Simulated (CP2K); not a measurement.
# C2H3Cl2F (SMILES CC(F)(Cl)Cl) at SVWN5/6-31G(d) (spherical functions)

Aim: the vertical ionisation energy of C2H3Cl2F at SVWN5/6-31G* (spherical functions), from 2 runs. 

Program for the calculation: CP2K 2026.2.

3 further runs of the same task are left out: 3 that didn't finish.

### Step 1. The molecule

C2H3Cl2F has 8 atoms, charge 0, and is taken as a singlet. SMILES: `CC(F)(Cl)Cl`. Geometry: relaxed at PBE0-D4/def2-TZVP.

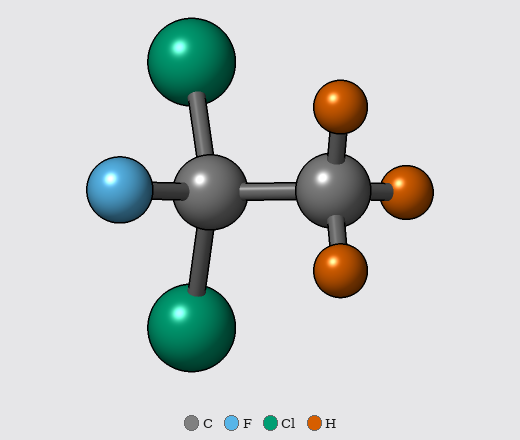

Viewed from a chosen angle; carbon grey, fluorine blue, chlorine teal, hydrogen orange.

### Step 2. The energy at SVWN5/6-31G(d) (spherical functions)

qs.inp reads:

```
&FORCE_EVAL
  METHOD QUICKSTEP
  &DFT
    BASIS_SET_FILE_NAME ./6_31gs.basis
    POTENTIAL_FILE_NAME POTENTIAL
    &QS
      METHOD GAPW
      EPS_DEFAULT 1.0E-10
    &END QS
    # plane-wave cutoff in Ry
    &MGRID
      CUTOFF 280
      REL_CUTOFF 50
      NGRIDS 4
    &END MGRID
    # isolated system
    &POISSON
      PERIODIC NONE
      POISSON_SOLVER MULTIPOLE
    &END POISSON
    # SCF settings
    &SCF
      SCF_GUESS ATOMIC
      EPS_SCF 1.0E-07
      MAX_SCF 40
      &OT
        MINIMIZER CG
        PRECONDITIONER FULL_SINGLE_INVERSE
      &END OT
      &OUTER_SCF
        EPS_SCF 1.0E-07
        MAX_SCF 10
      &END OUTER_SCF
    &END SCF
    # functional
    &XC
      &XC_FUNCTIONAL
        &LDA_X
        &END LDA_X
        &LDA_C_VWN
        &END LDA_C_VWN
      &END XC_FUNCTIONAL
    &END XC
    # extra output
    &PRINT
      &MOMENTS
        PERIODIC F
        REFERENCE COM
        MAX_MOMENT 1
      &END MOMENTS
      &MO_CUBES
        NLUMO 3
        NHOMO -1
        WRITE_CUBE F
      &END MO_CUBES
      &LOWDIN ON
      &END LOWDIN
      &HIRSHFELD OFF
      &END HIRSHFELD
    &END PRINT
  &END DFT
  # atoms, cell and kinds
  &SUBSYS
    &CELL
      ABC 9.7 10.4 10.6
      PERIODIC NONE
    &END CELL
    &COORD
      C     -0.133500    -0.505900     0.646300
      C      0.199400     0.391300    -0.511300
      F      1.523600     0.643200    -0.537400
      Cl    -0.232400    -0.372700    -2.055900
      Cl    -0.641100     1.950200    -0.373000
      H      0.163400    -0.011800     1.572000
      H      0.414900    -1.442000     0.535900
      H     -1.202100    -0.709300     0.667600
    &END COORD
    &TOPOLOGY
      &CENTER_COORDINATES
      &END CENTER_COORDINATES
    &END TOPOLOGY
    &KIND C
      BASIS_SET 6-31Gs
      POTENTIAL ALL
      LEBEDEV_GRID 194
      RADIAL_GRID 100
    &END KIND
    &KIND F
      BASIS_SET 6-31Gs
      POTENTIAL ALL
      LEBEDEV_GRID 194
      RADIAL_GRID 100
    &END KIND
    &KIND Cl
      BASIS_SET 6-31Gs
      POTENTIAL ALL
      LEBEDEV_GRID 194
      RADIAL_GRID 100
    &END KIND
    &KIND H
      BASIS_SET 6-31Gs
      POTENTIAL ALL
      LEBEDEV_GRID 194
      RADIAL_GRID 100
    &END KIND
  &END SUBSYS
&END FORCE_EVAL
&GLOBAL
  PROJECT qs
  RUN_TYPE ENERGY
  PRINT_LEVEL MEDIUM
&END GLOBAL
```

Started as:

```console
OMP_NUM_THREADS=1 cp2k.psmp -i qs.inp -o qs.out
```

Log:

```text
CP2K| version string:                                       CP2K version 2026.2
[...]
 GLOBAL| Method name                                                        CP2K
[...]
 GLOBAL| Run type                                                         ENERGY
[...]
 DFT| Spin restricted Kohn-Sham (RKS) calculation                            RKS
 DFT| Multiplicity                                                             1
[...]
 DFT| Charge                                                                   0
[...]
 FUNCTIONAL| LDA_X:
[...]
 FUNCTIONAL| LDA_C_VWN:
[...]
 QS| Method:                                                                GAPW
[...]
 QS| Density cutoff [a.u.]:                                                140.0
[...]
 QS| Relative density cutoff [a.u.]:                                        25.0
[...]
                             - Atoms:                                          8
[...]
                             - Spherical basis functions:                     84
[...]
 Number of electrons:                                                         58
[...]
     1 OT CG       0.80E-01    0.4     0.82619705     -1067.9485017957 -1.07E+03
[...]
    16 OT CG       0.96E-03    0.4     0.00000008     -1093.8865171514 -6.82E-13
  *** SCF run converged in    16 steps ***
[...]
  Overlap energy of the core charge distribution:               0.00000280762942
  Self energy of the core charge distribution:               -564.70515759292732
  Core Hamiltonian energy:                                   -548.98783951193195
  Hartree energy:                                             137.59716624595765
  Exchange-correlation energy:                                -15.24160322447725
[...]
                     Mulliken Population Analysis
 #  Atom  Element  Kind  Atomic population                           Net charge
       1     C        1          6.545366                             -0.545366
       2     C        1          5.942398                              0.057602
       3     F        2          9.209569                             -0.209569
       4     Cl       3         16.983076                              0.016924
       5     Cl       3         16.982934                              0.017066
       6     H        4          0.777617                              0.222383
       7     H        4          0.777901                              0.222099
       8     H        4          0.781140                              0.218860
 # Total charge                             58.000000                  0.000000
[...]
  Dipole moment [Debye]
    X= -0.2676471E+00 Y= -0.1225379E+01 Z=  0.1627403E+01  Total=      2.0546601
[...]
 HOMO - LUMO gap [eV] :    6.077738
 ENERGY| Total FORCE_EVAL ( QS ) energy [hartree]          -1093.886517151448061
[...]
```

Run time: 2.6 min. Hardware: 1 thread of Arm Neoverse V2, shared host; peak memory 0.54 GiB.

### Step 3. The doublet cation

molecule.xyz reads:

```xyz
8

C     -0.133500    -0.505900     0.646300
C      0.199400     0.391300    -0.511300
F      1.523600     0.643200    -0.537400
Cl    -0.232400    -0.372700    -2.055900
Cl    -0.641100     1.950200    -0.373000
H      0.163400    -0.011800     1.572000
H      0.414900    -1.442000     0.535900
H     -1.202100    -0.709300     0.667600
```

molecule.inp reads:

```
&GLOBAL
 PROJECT molecule
 RUN_TYPE ENERGY
 PRINT_LEVEL MEDIUM
&END
&FORCE_EVAL
 METHOD QS
 &DFT
  BASIS_SET_FILE_NAME ./6_31gs.basis
  POTENTIAL_FILE_NAME POTENTIAL
  CHARGE 1
  MULTIPLICITY 2
  SPIN_POLARIZED T
  ! Quickstep
  &QS
   METHOD GAPW
   EPS_DEFAULT 1.0E-10
  &END
  &MGRID
   CUTOFF 280
   REL_CUTOFF 50
   NGRIDS 4
  &END
  ! cluster boundary conditions
  &POISSON
   PERIODIC NONE
   POISSON_SOLVER MULTIPOLE
  &END
  ! self-consistent field
  &SCF
   SCF_GUESS ATOMIC
   EPS_SCF 1.0E-06
   MAX_SCF 30
   &OT ON
    MINIMIZER DIIS
    PRECONDITIONER FULL_ALL
   &END
   &OUTER_SCF
    EPS_SCF 1.0E-06
    MAX_SCF 5
   &END
  &END
  ! exchange and correlation
  &XC
   &XC_FUNCTIONAL
    &LDA_X
    &END
    &LDA_C_VWN
    &END
   &END
  &END
  &PRINT
   &MOMENTS
    PERIODIC F
    REFERENCE COM
    MAX_MOMENT 1
   &END
   &MO_CUBES
    NLUMO 3
    NHOMO -1
    WRITE_CUBE F
   &END
   &LOWDIN ON
   &END
   &HIRSHFELD OFF
   &END
  &END
 &END
 ! atoms, cell and kinds
 &SUBSYS
  ! box in angstrom
  &CELL
   ABC [angstrom] 9.7 10.4 10.6
   PERIODIC NONE
  &END
  &TOPOLOGY
   COORD_FILE_NAME molecule.xyz
   COORD_FILE_FORMAT XYZ
   &CENTER_COORDINATES
   &END
  &END
  &KIND C
   BASIS_SET 6-31Gs
   POTENTIAL ALL
   LEBEDEV_GRID 194
   RADIAL_GRID 100
  &END
  &KIND F
   BASIS_SET 6-31Gs
   POTENTIAL ALL
   LEBEDEV_GRID 194
   RADIAL_GRID 100
  &END
  &KIND Cl
   BASIS_SET 6-31Gs
   POTENTIAL ALL
   LEBEDEV_GRID 194
   RADIAL_GRID 100
  &END
  &KIND H
   BASIS_SET 6-31Gs
   POTENTIAL ALL
   LEBEDEV_GRID 194
   RADIAL_GRID 100
  &END
 &END
&END
```

Started as:

```console
OMP_NUM_THREADS=1 cp2k.psmp molecule.inp > molecule.out
```

Log (excerpt; [...] marks lines left out):

```text
CP2K| version string:                                       CP2K version 2026.2
[...]
 GLOBAL| Method name                                                        CP2K
[...]
 GLOBAL| Run type                                                         ENERGY
[...]
 DFT| Spin unrestricted (spin-polarized) Kohn-Sham calculation               UKS
 DFT| Multiplicity                                                             2
[...]
 DFT| Charge                                                                   1
[...]
 FUNCTIONAL| LDA_X:
[...]
 FUNCTIONAL| LDA_C_VWN:
[...]
 QS| Method:                                                                GAPW
[...]
 QS| Density cutoff [a.u.]:                                                140.0
[...]
 QS| Relative density cutoff [a.u.]:                                        25.0
[...]
                             - Atoms:                                          8
[...]
                             - Spherical basis functions:                     84
[...]
 Number of electrons:                                                         29
[...]
     1 OT DIIS     0.15E+00    0.7     0.16712792     -1062.3221838779 -1.06E+03
[...]
    10 OT DIIS     0.15E+00    0.7     0.00000088     -1093.4873259754 -1.36E-05
  *** SCF run converged in    10 steps ***
[...]
  Overlap energy of the core charge distribution:               0.00000280762942
  Self energy of the core charge distribution:               -564.70515759292732
  Core Hamiltonian energy:                                   -549.34626696886880
  Hartree energy:                                             138.01978879447782
  Exchange-correlation energy:                                -14.87907105032596
[...]
                     Mulliken Population Analysis
 #  Atom  Element  Kind  Atomic population (alpha,beta) Net charge  Spin moment
       1     C        1         3.300021     3.266173    -0.566195     0.033848
       2     C        1         2.996229     3.024758    -0.020987    -0.028528
       3     F        2         4.581989     4.557625    -0.139615     0.024364
       4     Cl       3         8.519668     8.047501     0.432831     0.472167
       5     Cl       3         8.519875     8.047340     0.432785     0.472535
[...]
  Dipole moment [Debye]
    X= -0.1423230E+01 Y= -0.1161794E+01 Z=  0.1257678E+01  Total=      2.2264552
[...]
 HOMO - LUMO gap [eV] :    0.047563
 ENERGY| Total FORCE_EVAL ( QS ) energy [hartree]          -1093.487325975408112
[...]
```

It took 54 s on 1 thread of Arm Neoverse V2, shared host; peak memory 0.58 GiB.

### Step 4. Results

At SVWN5/6-31G* (spherical functions):

| quantity | value |
| --- | --- |
| singlet C2H3Cl2F: total energy | -1093.88652 Eh |
| singlet C2H3Cl2F: dipole moment | 2.05 D |
| singlet C2H3Cl2F: HOMO energy | -7.38 eV |
| singlet C2H3Cl2F: LUMO energy | -1.30 eV |
| singlet C2H3Cl2F: HOMO–LUMO gap | 6.08 eV |
| doublet cation: total energy | -1093.48733 Eh |
| doublet cation: HOMO energy (highest over α and β) | -14.35 eV |
| doublet cation: LUMO energy (lowest over α and β) | -14.31 eV |
| doublet cation: ⟨S²⟩ | 0.751 |
| vertical ionisation energy (to the doublet cation) | 10.863 eV |

In words: Removing an electron at fixed nuclei costs 10.86 eV (1048 kJ/mol). −ε(HOMO) before ionisation, 7.38 eV, is 3.49 eV below this ionisation energy.
